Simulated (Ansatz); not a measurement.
Fields on a plane of Ge2Sb2Te5 (Ge2Sb2Te5-Kooi type, space group P-3m1)

```yaml
crystal:
  lattice:
    - [4.26626, 0.00000, 0.00000]
    - [-2.13313, 3.69469, 0.00000]
    - [0.00000, 0.00000, 17.61904]
  atoms:
    - { symbol: Te, position: [0.00000, 0.00000, 0.00000] }
    - { symbol: Ge, position: [0.66667, 0.33333, 0.09772] }
    - { symbol: Ge, position: [0.33333, 0.66667, 0.90228] }
    - { symbol: Te, position: [0.33333, 0.66667, 0.19305] }
    - { symbol: Te, position: [0.66667, 0.33333, 0.80695] }
    - { symbol: Sb, position: [0.00000, 0.00000, 0.30821] }
    - { symbol: Sb, position: [0.00000, 0.00000, 0.69179] }
    - { symbol: Te, position: [0.66667, 0.33333, 0.40469] }
    - { symbol: Te, position: [0.33333, 0.66667, 0.59531] }
```

The slice is a (0001) plane (indices of the conventional cell) through the point (0.333, 0.667, 0.193) (fractional), spanned by u = [110] and v = [1 -1 0] in vectors of this cell: u (4.27 Å) and v (7.39 Å, at 90° to u). It covers one period; positions are fractions (u, v).

Atoms on it: Te at (0.00, 0.00); Te at (0.50, 0.50).

Computed with r2SCAN (plane waves to 500 eV, PAW, scalar-relativistic; Ansatz, an electronic-structure program). k mesh 9×9×2. These are valence fields of a PAW run, semicore shells included where kept as valence: close to a nucleus they are smooth pseudo fields. Ge2Sb2Te5 was relaxed with its symmetry unable to fall. Spin-orbit coupling is left out, though Sb and Te are heavy.

```
|  ..**@@++::..  ..::++@@**..|
|++**@@##==..      ..==##@@**|
|@@@@%%++::..      ..::++%%@@|
|##**==::..          ..::==**|
|----::..              ..::--|
|........              ......|
|      ....::::::::::....    |
|    ..::--==++++++==--::..  |
|    ..--++%%@@@@@@%%++--..  |
|  ..::++%%@@**++**@@%%++::..|
|....--**@@**..  ..**@@**--..|
|  ..--**@@==      ==@@**--..|
|  ..::++@@**..  ..**@@++::..|
|    ..==##@@**++**@@##==..  |
|    ..::++%%@@@@@@%%++::..  |
|      ..::==**##**==::..    |
|        ..::------::..      |
|        ..............      |
|::::::....          ....::::|
|++++==--::..      ..::--==++|
|@@@@%%++--..      ..--++%%@@|
|++**@@%%++::..  ..::++%%@@**|
|  ..**@@**--......--**@@**..|
|    ==@@**--..  ..--**@@==  |
```
Scale: ten equal steps from 0.000 (start of ' ') to 0.030 (end of '@'), in the order ' .:-=+*#%@'. Values: density of the highest valence band (whole band, smooth part) in e/Å³. The map has 14 points along u (two characters each, u = 0 at the left) and 24 along v (v = 0 in the bottom row). 

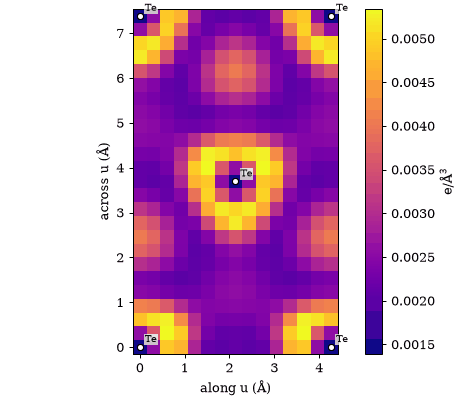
Figure: Density of the lowest conduction band (whole band as if filled, smooth part) in e/Å³, one period of the plane, atoms marked.
